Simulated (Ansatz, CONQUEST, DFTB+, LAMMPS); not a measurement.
# DFTB+ runs on (K,Na)Cl at 900 K with crystalline order left by the classical run (76 atoms)

Aim: run (K,Na)Cl at 900 K with crystalline order left by the classical run (76 atoms) in DFTB+ and see how near its forces come to a plane-wave reference, and at what cost.

Method: the method is named at each step, in DFTB+ 25.1.

### 1. Set-up

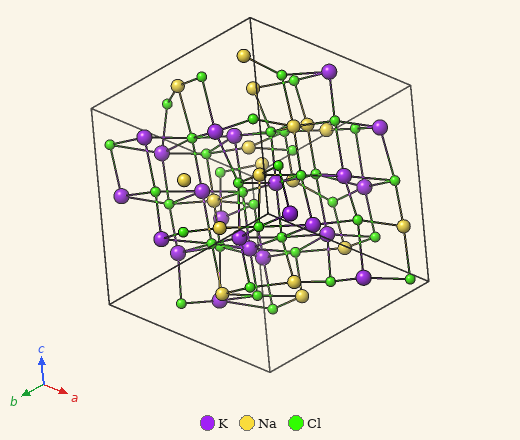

The cell as given, from a free direction (potassium purple, sodium yellow, chlorine green). Bonds to atoms that aren't drawn are left out. Some periodic images of atoms are drawn too.

The cell holds 76 atoms: 21 K, 17 Na and 38 Cl. Cell: a = 13.595 Å, b = 13.595 Å, c = 13.595 Å, α = 90.0°, β = 90.0°, γ = 90.0°. 76 atoms (21 K, 17 Na, 38 Cl) placed at random at 1.69 g/cm³, melted at 1800 K for 10 ps at fixed volume with the Lennard-Jones and Coulomb ion parameters for SPC/E (Joung and Cheatham, J. Phys. Chem. B 112, 9020 (2008)), full charges. Snapshot at the end of a hold of 20 ps at 900 K and fixed volume.

Coordinates:

```xyz
76
Lattice="13.5954 0.0000 0.0000 0.0000 13.5954 0.0000 0.0000 0.0000 13.5954" Properties=species:S:1:pos:R:3 pbc="T T T"
K     6.4396    5.0715    6.7013
K     6.7686    0.2143   12.2796
K    10.5536    0.0020    9.6258
K     4.2626    6.4386    2.7945
K     2.8813    0.8660    1.4049
K     1.6902   10.4304    3.6551
K     5.7000    7.4264   10.8102
K    12.4708    3.4855    7.7747
K     1.7269    5.2794    8.7266
K    10.4818    2.3906    0.2903
K     3.6456   11.5599   10.8096
K     1.5289   13.2052    7.8659
K    10.5613    5.0953    4.5947
K     8.7635    1.6370    6.4087
K     7.6905    8.8565    4.3504
K     5.2747   12.4919    4.8812
K     6.3939    2.3379    2.5191
K     8.4922   12.4402    2.6775
K     0.0541    9.5453    9.7321
K     4.0854    8.9708    7.1349
K    11.4022   11.2650    6.1216
Na    9.9067    6.8817    8.9284
Na   11.3721    8.3544    2.0864
Na    4.9411    1.8397    8.6168
Na   11.7275    5.4528   12.3820
Na    5.8982    9.7816    1.0069
Na    9.0906    9.4763   12.1320
Na    8.2256    3.7389   10.7408
Na    7.4980   11.2363    8.7002
Na   12.3238    0.4489    3.5931
Na    0.0156    6.5923    5.3858
Na    0.7994    1.5368   11.9306
Na    1.6595    7.9245   13.0979
Na    4.5652    4.4930   12.3531
Na    0.6636    4.6553    1.3914
Na    2.5576    2.7571    4.8652
Na   12.9071   12.0477   13.4872
Na    8.0188    5.7920    0.7204
Cl   13.4796    1.3772    0.7569
Cl    2.0560    2.4144    8.3976
Cl    3.0376    8.4256   10.1961
Cl    5.6981   12.9949    1.7614
Cl    1.5935    0.2759    4.0176
Cl    7.7025    0.9881    9.5631
Cl    7.2825    5.7927    3.5692
Cl    9.5082    1.5390    3.5725
Cl    1.0265    9.9431    6.4904
Cl   11.4188    2.8159   11.1554
Cl   11.8045   11.2324    2.6739
Cl    8.4033    9.2375    1.5058
Cl   13.4747    3.8978    4.8466
Cl    8.2267   11.7520    6.0137
Cl   10.8397    8.0793    4.8238
Cl    5.5260    4.2710    9.5679
Cl   12.2405    8.8423   12.7209
Cl   12.0349    0.5499    6.7108
Cl    0.2896    7.3077    2.2065
Cl    9.0787    6.4329   11.8152
Cl    3.2078   10.3367   13.5051
Cl    6.8969    8.2831    7.7309
Cl    4.7786    9.2199    3.8533
Cl   12.7963    6.4709    8.2274
Cl   10.6277    5.2356    1.3927
Cl    3.5718    5.4817    5.9128
Cl    6.9641    3.3199   13.1731
Cl    3.1324    3.7489    1.9193
Cl   10.2702   10.5790    9.1105
Cl    6.6611   10.7303   11.4249
Cl    0.9723    5.2686   12.2688
Cl    5.5549    2.1648    5.5820
Cl    4.5845   12.2118    7.9083
Cl    0.4057   12.7265   10.8170
Cl   10.4191   13.2112   12.5908
Cl    5.4987    7.0973    0.0827
Cl    3.7496    1.3186   11.5183
Cl    9.2771    4.3856    7.9910
```

The yardstick, on the same geometry:

| Quantity | Value |
| --- | --- |
| method | Kohn-Sham DFT, PBE, PAW, plane waves (Ansatz 0.2.0); cutoff 420 eV, Γ point, fermi-dirac smearing of 0.05 eV; PAW set soft_2 |
| r.m.s. force component | 0.2348 eV/Å |
| longest force | 0.9297 eV/Å |
| pressure | -1.119 GPa |
| gap (highest filled to lowest empty level) | 3.647 eV |
| SCF cycles | 7 |
| time | 25 s on 4 threads of Intel Xeon 6975P-C (Granite Rapids), shared host |
| CPU time | 84 s |

### 2. IPEA1-xTB

Method: IPEA1-xTB tight binding, diagonalisation.

dftb_in.hsd

```
Geometry = GenFormat {
  <<< geo.gen
}
Driver = {}
Hamiltonian = xTB {
  Method = "IPEA1-xTB"
  SccTolerance = 1e-06
  MaxSccIterations = 300
  Mixer = Broyden { MixingParameter = 0.2 }
  Filling = Fermi { Temperature [K] = 580 }
  KPointsAndWeights = { 0.0 0.0 0.0 1.0 }
}
Analysis {
  PrintForces = Yes
  MullikenAnalysis = Yes
}
ParserOptions { ParserVersion = 14 }
```

geo.gen

```
76 F
K Na Cl
1 1 0.47366 0.37303 0.49291
2 1 0.49786 0.01576 0.90322
3 1 0.77626 0.00015 0.70802
4 1 0.31353 0.47359 0.20555
5 1 0.21193 0.06370 0.10334
6 1 0.12432 0.76720 0.26885
7 1 0.41926 0.54624 0.79514
8 1 0.91728 0.25637 0.57186
9 1 0.12702 0.38832 0.64188
10 1 0.77098 0.17584 0.02135
11 1 0.26815 0.85028 0.79509
12 1 0.11246 0.97130 0.57857
13 1 0.77683 0.37478 0.33796
14 1 0.64459 0.12041 0.47139
15 1 0.56567 0.65143 0.31999
16 1 0.38798 0.91883 0.35903
17 1 0.47030 0.17196 0.18529
18 1 0.62464 0.91503 0.19694
19 1 0.00398 0.70210 0.71584
20 1 0.30050 0.65984 0.52480
21 1 0.83868 0.82859 0.45027
22 2 0.72868 0.50618 0.65672
23 2 0.83647 0.61450 0.15346
24 2 0.36344 0.13532 0.63380
25 2 0.86261 0.40108 0.91075
26 2 0.43384 0.71948 0.07406
27 2 0.66865 0.69702 0.89236
28 2 0.60503 0.27501 0.79003
29 2 0.55151 0.82648 0.63994
30 2 0.90647 0.03302 0.26429
31 2 0.00115 0.48489 0.39615
32 2 0.05880 0.11304 0.87755
33 2 0.12206 0.58288 0.96341
34 2 0.33579 0.33048 0.90862
35 2 0.04881 0.34242 0.10234
36 2 0.18812 0.20280 0.35786
37 2 0.94937 0.88616 0.99204
38 2 0.58982 0.42603 0.05299
39 3 0.99148 0.10130 0.05567
40 3 0.15123 0.17759 0.61768
41 3 0.22343 0.61974 0.74997
42 3 0.41912 0.95583 0.12956
43 3 0.11721 0.02029 0.29551
44 3 0.56655 0.07268 0.70341
45 3 0.53566 0.42608 0.26253
46 3 0.69937 0.11320 0.26277
47 3 0.07550 0.73136 0.47740
48 3 0.83990 0.20712 0.82053
49 3 0.86827 0.82619 0.19668
50 3 0.61810 0.67946 0.11076
51 3 0.99112 0.28670 0.35649
52 3 0.60511 0.86441 0.44233
53 3 0.79731 0.59427 0.35481
54 3 0.40646 0.31415 0.70376
55 3 0.90034 0.65039 0.93568
56 3 0.88522 0.04045 0.49361
[... 20 atom lines left out ...]
0.0 0.0 0.0
13.59540 0.00000 0.00000
0.00000 13.59540 0.00000
0.00000 0.00000 13.59540
```

Launch:

```
$ OMP_NUM_THREADS=1 dftb+ > output.txt
```

The log of the run:

```text
Reading input file 'dftb_in.hsd'
Parser version: 14
--------------------------------------------------------------------------------
Processed input in HSD format written to 'dftb_pin.hsd'
Starting initialization...
--------------------------------------------------------------------------------
WARNING!
-> Dipole printed for extended system : value printed is not well defined
Mode:                        Static calculation
Self consistent charges:     Yes
SCC-tolerance:                 0.100000E-05
Max. scc iterations:                    300
Shell resolved Hubbard:      Yes
Spin polarisation:           No
Nr. of up electrons:           152.000000
Nr. of down electrons:         152.000000
Periodic boundaries:         Yes
Electronic solver:           Relatively robust
Mixer:                       Broyden mixer
Mixing parameter:                  0.200000
Nr. of chrg. vec. in memory:            300
Max. SCC-cycles:                        300
tblite library version:      0.3.0
-> parametrization:          IPEA1-xTB
-> repulsion:                Yes
-> dispersion:               Yes
-> halogen bonding:          Yes
-> electrostatics:           Yes
   -> isotropic:             Yes
   -> anisotropic:           No
   -> third-order:           Yes
Electronic temperature:              0.183675E-02 H      0.499806E-01 eV
Initial charges:             Set automatically (system chrg:   0.000E+00)
Included shells:             K:  s, p
                            Na:  s, p
                            Cl:  s, p, d
K-points and weights:           1:  0.000000  0.000000  0.000000     1.000000
K-points in absolute space:     1:  0.000000  0.000000  0.000000
Extra options:
                             Mulliken analysis
                             Force calculation
Force type                   original
--------------------------------------------------------------------------------
***  Geometry step: 0
 iSCC Total electronic   Diff electronic      SCC error
    1   -0.18610474E+03    0.00000000E+00    0.98637765E+00
    2   -0.18628316E+03   -0.18610474E+03    0.78039963E+00
    3   -0.18658906E+03   -0.17841771E+00    0.34055696E+00
    4   -0.18662639E+03   -0.30590141E+00    0.28714150E+00
    5   -0.18669766E+03   -0.37333426E-01    0.11809634E+00
    6   -0.18670041E+03   -0.71267338E-01    0.32400007E-01
    7   -0.18670089E+03   -0.27538730E-02    0.16333350E-01
    8   -0.18670102E+03   -0.47555668E-03    0.49556055E-02
    9   -0.18670104E+03   -0.13385602E-03    0.27221158E-02
   10   -0.18670104E+03   -0.11120049E-04    0.13476548E-02
   11   -0.18670104E+03   -0.71759391E-06    0.32281800E-03
   12   -0.18670104E+03   -0.10958881E-05    0.23140942E-03
   13   -0.18670104E+03   -0.21151322E-07    0.45234215E-04
   14   -0.18670104E+03   -0.31786271E-07    0.20822236E-04
   15   -0.18670104E+03   -0.11454802E-08    0.64731404E-05
   16   -0.18670104E+03   -0.98992814E-10    0.40388541E-05
>> Charges saved for restart in charges.bin
   17   -0.18670104E+03   -0.14267698E-10    0.84365351E-06
Total Energy:                     -186.9661095162 H        -5087.6067 eV
Extrapolated to 0K:               -186.9661095162 H        -5087.6067 eV
Total Mermin free energy:         -186.9661095162 H        -5087.6067 eV
Force related energy:             -186.9661095162 H        -5087.6067 eV
Volume:                              0.169579E+05 au^3   0.251290E+04 A^3
Pressure:                           -0.432753E-03 au    -0.127320E+11 Pa
```

detailed.out:

```text
Fermi distribution function
Calculation with static geometry
********************************************************************************
 iSCC Total electronic   Diff electronic      SCC error
   17   -0.18670104E+03   -0.14267698E-10    0.84365351E-06
********************************************************************************
 Total charge:    -0.00000000
 Atomic gross charges (e)
 Atom           Charge
    1       0.66428412
    2       0.74934886
    3       0.52082426
    4       0.73133468
    5       0.67281826
    6       0.76255083
    7       0.69086836
    8       0.55849750
    9       0.43584977
   10       0.69613325
   11       0.65502760
   12       0.54220318
[...]
72      -0.71249559
   73      -0.72388752
   74      -0.77731198
   75      -0.78496536
   76      -0.66746505
Fermi level:                        -0.3317173592 H           -9.0265 eV
Band energy:                      -183.7790042656 H        -5000.8811 eV
TS:                                  0.0000000000 H            0.0000 eV
Band free energy (E-TS):          -183.7790042656 H        -5000.8811 eV
Extrapolated E(0K):               -183.7790042656 H        -5000.8811 eV
Input / Output electrons (q):    304.0000000000    304.0000000000
Energy H0:                        -185.3734338662 H        -5044.2678 eV
Energy SCC:                         -1.3276030051 H          -36.1259 eV
Total Electronic energy:          -186.7010368712 H        -5080.3937 eV
Repulsive energy:                    0.0343507557 H            0.9347 eV
Halogen correction energy:           0.0000000000 H            0.0000 eV
Total energy:                     -186.9661095162 H        -5087.6067 eV
Extrapolated to 0:                -186.9661095162 H        -5087.6067 eV
Total Mermin free energy:         -186.9661095162 H        -5087.6067 eV
Force related energy:             -186.9661095162 H        -5087.6067 eV
Non-constrained calculation
SCC converged
Total Forces
    1     -0.035516808873     -0.014171832094     -0.045613692549
    2      0.053317469182     -0.032915476433      0.033710901983
    3      0.020729375608     -0.020379501905      0.028048968572
    4     -0.057136861341     -0.010488846205      0.086711866427
    5     -0.026840601966     -0.020036247704     -0.017709219778
    6      0.034244572761     -0.015486543236     -0.021000418709
    7     -0.006482979535      0.014841384595     -0.025126883684
    8     -0.012564064089     -0.014365691640      0.047857334925
    9      0.031058207528      0.008306485184      0.048365824028
   10     -0.002480831522     -0.003647697279      0.006186673802
   11     -0.040879451440      0.007116770799      0.024527588000
[...]
72      0.019645006546     -0.037897990402     -0.035360275941
   73     -0.025360964850     -0.036174105886      0.026315776677
   74     -0.037485785205     -0.037574803935     -0.046419809969
   75     -0.025021934788     -0.049133088245      0.029486259762
   76      0.011180304246      0.024624195551     -0.077785424093
Total stress tensor
     -0.000382227913      0.000216306121      0.000169257709
      0.000216306121     -0.000444363033     -0.000190809140
      0.000169257709     -0.000190809140     -0.000471667761
Total lattice derivs
      0.252292331293     -0.142774438228     -0.111719789431
     -0.142774438228      0.293305072163      0.125944969482
     -0.111719789431      0.125944969482      0.311327758093
Maximal derivative component:        0.978408E-01 au
Volume:                              0.169579E+05 au^3
Pressure:                           -0.432753E-03 au    -0.127320E+11 Pa
Warning: dipole moment is not defined absolutely!
Dipole moment:  -29.48263589  -13.61612321   -6.42653190 au
Dipole moment:  -74.93739175  -34.60873588  -16.33461608 Debye
```

The job ended after 11 s (1 thread of Intel Xeon 6975P-C (Granite Rapids), shared host; peak memory 0.37 GiB).

Banners, paths, timers and routine set-up lines are dropped from the logs unmarked, and long logs keep their key lines alone; longer cuts are marked.

Compared with the plane-wave run:

```yaml
r_m_s_force_component: 1.824 eV/Å
r_m_s_difference_of_force_components: 1706 meV/Å
longest_difference_of_force_vectors: 5151 meV/Å
force_difference_over_r_m_s_force: 726.6 %
slope_of_forces_against_the_reference_s: 4.27
correlation_of_force_components: 0.5498
spacing_of_highest_filled_and_lowest_empty_level: 5.2 eV
gap_difference: 1.554 eV
pressure: -12.73 GPa
pressure_difference: -11.61 GPa
```

Length of the force difference by element (eV/Å):

```csv
element,atoms,mean,most
Cl,38,2.7,4.9
K,21,2.3,5.1
Na,17,3.2,5.2
```

Levels nearest the highest filled one (eV from it): -0.72, -0.71, -0.68, -0.53, -0.52, -0.50, -0.17, -0.15, -0.15, -0.03, -0.02, 0.00, 5.20, 7.61, 7.96, 8.08, 8.12, 8.50, 8.74, 9.79, 9.80, 9.80, 9.81, 9.82.

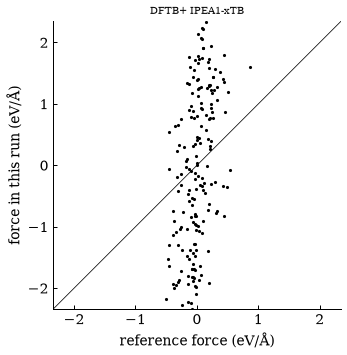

Force components against those of the reference; the line marks equality. Points beyond the frame are left out.

A closer look about K4, which bears the longest force: 9 atoms, nearest first, numbered in the order of the input, with positions taken from that point.

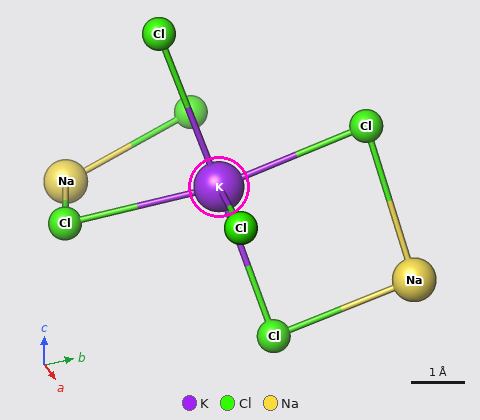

The atoms of the table, within 4.3 Å (arrows a, b, c point along x, y, z); some may hide others; the central atom is ringed.

```csv
atom,x,y,z,distance (Å),bonds,Mulliken charge (e),Fx,Fy,Fz (eV/Å)
K4,0.00,0.00,0.00,0.00,5,0.73,-2.94,-0.54,4.46
Cl61,0.52,2.78,1.06,3.02,6,-0.76,-1.72,-0.08,1.13
Cl66,-1.13,-2.69,-0.88,3.05,6,-0.80,2.93,-2.97,2.07
Cl74,1.24,0.66,-2.71,3.05,5,-0.78,-1.93,-1.93,-2.39
Cl45,3.02,-0.65,0.77,3.18,6,-0.79,-1.78,-3.63,2.83
Cl64,-0.69,-0.96,3.12,3.33,5,-0.72,-1.53,0.99,0.77
Cl57,-3.97,0.87,-0.59,4.11,5,-0.72,1.19,0.96,1.30
Na26,1.64,3.34,-1.79,4.13,6,0.85,-4.31,1.24,-0.15
Na35,-3.60,-1.78,-1.40,4.25,4,0.97,-0.05,-1.07,3.16
```

Forces lie 727 % from the reference's, at 0.12 times its CPU time (on 1 against 4 cores).

### 3. DFTB 3ob-3-1

Method: third-order SCC-DFTB tight binding, 3ob-3-1 parameters, diagonalisation.

The folder slako/ holds the set 3ob-3-1.

dftb_in.hsd: that of step 2 with these lines changed.

```diff
@@ -4,4 +4,21 @@
 Driver = {}
-Hamiltonian = xTB {
-  Method = "IPEA1-xTB"
+Hamiltonian = DFTB {
+  Scc = Yes
+  SlaterKosterFiles = Type2FileNames {
+    Prefix = "slako/"
+    Separator = "-"
+    Suffix = ".skf"
+  }
+  MaxAngularMomentum {
+    K = "p"
+    Na = "p"
+    Cl = "d"
+  }
+  ThirdOrderFull = Yes
+  HCorrection = Damping { Exponent = 4.0 }
+  HubbardDerivs {
+    K = -0.0339
+    Na = -0.0454
+    Cl = -0.0697
+  }
   SccTolerance = 1e-06
```

geo.gen is that of step 2.

Launch:

```
$ OMP_NUM_THREADS=1 dftb+ > output.txt
```

The log of the run:

```text
Reading input file 'dftb_in.hsd'
Parser version: 14
--------------------------------------------------------------------------------
Reading SK-files:
./slako/K-K.skf
./slako/K-Na.skf
[... lines left out ...]
WARNING!
[... lines left out ...]
 iSCC Total electronic   Diff electronic      SCC error
[... lines left out ...]
   13   -0.13068845E+03   -0.21685764E-10    0.57933079E-06
Total Energy:                     -130.3326594750 H        -3546.5321 eV
Extrapolated to 0K:               -130.3326594750 H        -3546.5321 eV
Total Mermin free energy:         -130.3326594750 H        -3546.5321 eV
Force related energy:             -130.3326594750 H        -3546.5321 eV
Volume:                              0.169579E+05 au^3   0.251290E+04 A^3
Pressure:                           -0.974052E-05 au    -0.286576E+09 Pa
```

detailed.out:

```text
Fermi distribution function
Calculation with static geometry
********************************************************************************
 iSCC Total electronic   Diff electronic      SCC error
[... lines left out ...]
Fermi level:                        -0.1038688716 H           -2.8264 eV
[... lines left out ...]
Band free energy (E-TS):           -95.7551912629 H        -2605.6313 eV
[... lines left out ...]
Total energy:                     -130.3326594750 H        -3546.5321 eV
[... lines left out ...]
Total Mermin free energy:         -130.3326594750 H        -3546.5321 eV
[... lines left out ...]
SCC converged
Total Forces
[... lines left out ...]
     -0.008592725499      0.008603844406      0.007382577028
     -0.008966151559      0.007382576898      0.008242883994
Maximal derivative component:        0.511812E-01 au
Volume:                              0.169579E+05 au^3
Pressure:                           -0.974052E-05 au    -0.286576E+09 Pa
Warning: dipole moment is not defined absolutely!
Dipole moment:  -20.19192078   -6.73297186   -3.99693061 au
Dipole moment:  -51.32274751  -17.11350882  -10.15918509 Debye
```

Elapsed: 1.9 s, on 1 thread; peak memory 0.16 GiB.

Against the reference:

- r.m.s. force component: 0.4396 eV/Å
- r.m.s. difference of force components: 281.5 meV/Å
- longest difference of force vectors: 2247 meV/Å
- force difference over r.m.s. force: 119.9 %
- slope of forces against the reference's: 1.533
- correlation of force components: 0.8191
- gap (highest filled to lowest empty level): 3.988 eV
- gap difference: 0.3415 eV
- pressure: -0.2866 GPa
- pressure difference: 0.8327 GPa

Against the first run (727 %), the force difference from the reference is 120 %, at 0.16 times the CPU time.

### 4. Side by side

Differences are against the plane-wave reference, forces as r.m.s. over components; share is that over the reference's r.m.s. force, slope the least-squares factor from reference forces to these. Total energies of different programs have different zeros and aren't compared.

```csv
run,"Δ force, r.m.s. (meV/Å)",share (%),slope,Δ pressure (GPa),Δ gap (eV),cores,CPU time,memory (GiB)
reference,-,-,-,-,-,4,84 s,2.9
DFTB+ IPEA1-xTB,1706,727,4.270,-11.6,1.55,1,10 s,0.37
DFTB+ DFTB 3ob-3-1,282,120,1.533,0.833,0.342,1,1.7 s,0.16
```

CPU time is summed over cores on a shared host, where runs went side by side, so it is rough. Symmetry, cutoffs, thresholds, outputs and thread counts weren't matched or tuned between programs; memory under MPI is the largest rank's times the ranks.

Mean charges by element (e), by run and scheme:

```csv
run,scheme,K,Na,Cl
reference,Löwdin,+0.78,+0.73,-0.71
DFTB+ IPEA1-xTB,Mulliken,+0.64,+0.89,-0.75
DFTB+ DFTB 3ob-3-1,Mulliken,+0.47,+0.46,-0.46
```

The reference's Löwdin charges lack the electrons that the projection spills, 0.025 e an atom on average.

### 5. Summary of results

- nearest in forces: DFTB+ DFTB 3ob-3-1, 120 %
- its CPU time: 1.7 s

What this shows: Tight binding differs by 120 % (DFTB+ DFTB 3ob-3-1) to 727 % (DFTB+ IPEA1-xTB); it is another model, with fitted parameters of its own, and the xTB methods hold dispersion. IPEA1-xTB was fitted to ionisation energies and electron affinities, not to forces or charges. Of the electronic-structure runs that take under half the reference's CPU time, DFTB+ DFTB 3ob-3-1 comes nearest, at 120 % in 1.7 s against 84 s, too far off to be of use. Charges hang on model, scheme and program or settings: among these rows the mean for Na runs from +0.46 to +0.89 e. Periodic xTB results under one method name differ between programs and library versions (DFTB+ here holds tblite 0.3). The network of bonds at the start is that of the classical potential that made the cell, and needn't be the one that DFT or experiment would give. The ion parameters were fitted for water, not for melts, so the starting structure of this cell may lie well off the real melt's. The electronic-structure runs sample only Γ, in a cell whose shortest periodic width is 14 Å.

[Also dropped from logs without a mark: logging warnings of Python, and SIESTA's first energy breakdown and zero terms.]

[Logs are printed without paths, hosts, clocks, repeated set-up lines and the standing remarks that a program may print on its own settings, such as how far it seeks lower states.]

[Hosts, paths, dates, database ids (printed as entryN), source tags and the programs' standing remarks are cut or masked in the printed files.]
